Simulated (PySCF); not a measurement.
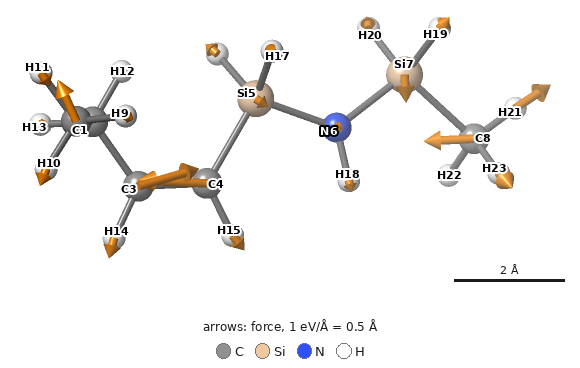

Starting geometry of C5H15NSi2 with the computed forces as orange arrows. The picture is a ball-and-stick view, seen from a free direction.

The start comes from GFN2-xTB. Its atoms were then displaced at random by about 0.01 Å.

Theory: PBE0-D3(BJ)/def2-SVP geometry optimisation, gas phase in PySCF. 

Question: What follows when this structure is relaxed?

Answer: It isn't relaxed: the largest force vector, on a C atom, is 2.82 eV/Å. The final displacements have little in common with the starting forces (cosine between the two patterns −0.02). The largest move after the best rigid fit is that of an H atom, 1.90 Å. By element the largest moves are H 1.90 Å, N 0.92 Å, C 0.61 Å, Si 0.45 Å. Near-neighbour distances that change, for instance: C–H 1.055 → 1.102 Å, C–C 1.380 → 1.343 Å, H–Si 1.468 → 1.495 Å, C–H 1.078 → 1.101 Å. Bond angles that change, for instance: Si–C–H 119.6° → 114.6°, C–Si–N 105.2° → 110.0°, N–Si–C 108.2° → 112.9°. Groups turn about N–Si by about 60°, N–Si by about 55°, C–Si by about 40°. Over 17 geometry steps the energy falls by 0.307 eV. The run took 2.9 min on 1 thread of AMD EPYC 9R45 96-Core Processor, on a shared host.
